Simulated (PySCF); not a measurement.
```xyz
10

Cd    1.3473    0.1325    1.0179
H     2.5923    0.1709    2.1564
N     0.5746   -1.2059   -0.6239
Cd   -1.4816   -0.2936   -0.7701
H    -3.0095   -0.6735   -1.3788
N    -0.4750    1.3233    0.4365
H     0.6123   -2.2211   -0.4426
H     1.1119   -1.0973   -1.5003
H    -0.2293    2.1412   -0.1459
H    -1.0243    1.7330    1.2080
```

Geometry: BP86-D3(BJ)/def2-SVP; core potentials replace the inner electrons of Cd.

These are results of PySCF, DFT single point, gas phase, functional BP86, not measurements.

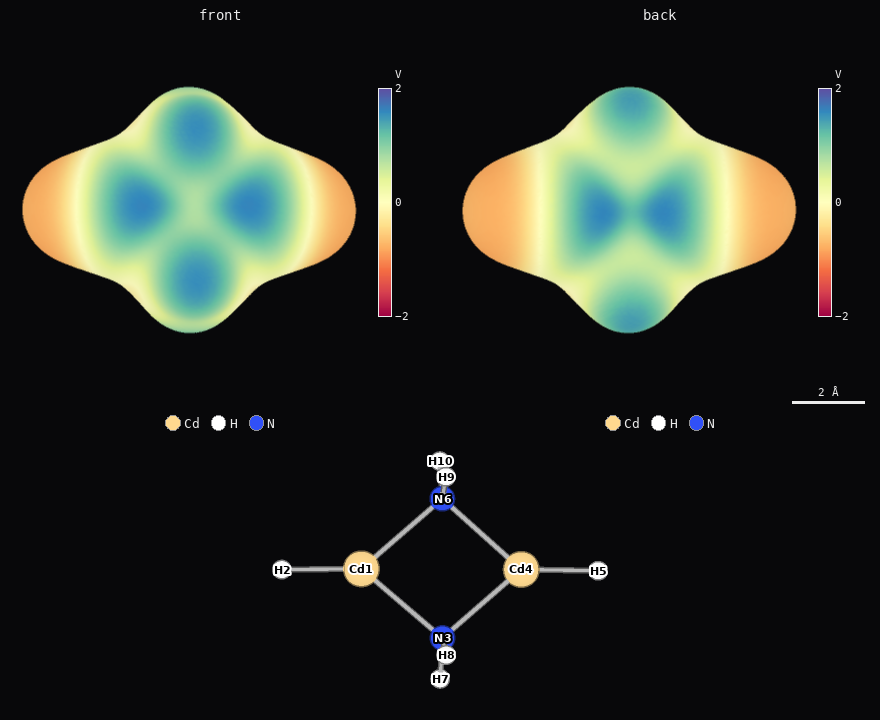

Cd₂H₆N₂ ((HCd-mu-NH2)2). The molecular electrostatic potential painted on the density surface at 0.002 e/bohr³, seen from the front and from behind; red is negative and blue positive. The bare structure is drawn below in the same view.

Q: Where is the surface potential most negative and most positive?

A: The most negative region (about −0.8 V) lies over H2 and H5, the most positive (about +1.6 V) over Cd1, Cd4, H8 and H9.

Q: What dipole moment does the calculation give?

A: Its dipole moment is 0.99 D.
